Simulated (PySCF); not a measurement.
System: C$_{4}$H$_{6}$BCl.

Input file:

```
{"job": {"kind": "nmr", "xc": "PBE0", "basis": "pcSseg-1"}, "charge": 0, "multiplicity": 1}
Cl    -0.622083    -2.362494     0.886883
C     -0.255946    -1.011014    -0.249947
C      1.144554    -0.545015    -0.048033
C      1.256969     0.778789     0.131725
B     -0.138815     1.426320     0.086880
C     -1.149002     0.215253    -0.028693
H     -0.386252    -1.443908    -1.245555
H      1.952678    -1.261417    -0.059597
H      2.221781     1.242094     0.271570
H     -0.416841     2.557139     0.127041
H     -1.907610     0.300701    -0.806728
H     -1.698235     0.102867     0.908429
```

Launched as:

```sh
OMP_NUM_THREADS=1 python probes_run.py task.json out
```

Geometry: GFN2-xTB.

Theory: PySCF 2.14.0, PBE0/pcSseg-1, SCF density, gas phase, non-relativistic.

Question: What will maps of the electron density and electron localisation function show?

Answer: C–C (1.34 Å): the density is about 2.3 e/Å³ at the midpoint; the ELF peaks at about 0.95 between the atoms (a multiple bond).
C–B (1.54 Å): the density is about 1.5 e/Å³ at the midpoint; the ELF peaks at about 0.95 between the atoms, as expected for a shared electron pair.
C–H (1.08 Å): ρ is about 2 e/Å³ halfway; the ELF climbs to about 1 towards the hydrogen, as it does in any bond to H; a covalent bond by its length.
C–C (1.49 Å): the density is about 1.8 e/Å³ at the midpoint; the ELF peaks at about 0.95 between the atoms (a shared electron pair).

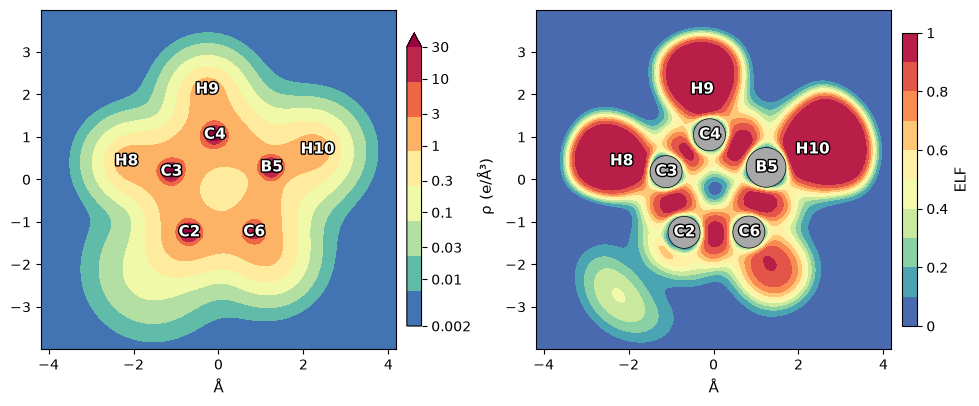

Computed electron density and electron localisation function on the plane of atoms C2, C3 and C4, in this order. Grey discs cover the atomic cores in the ELF map. 
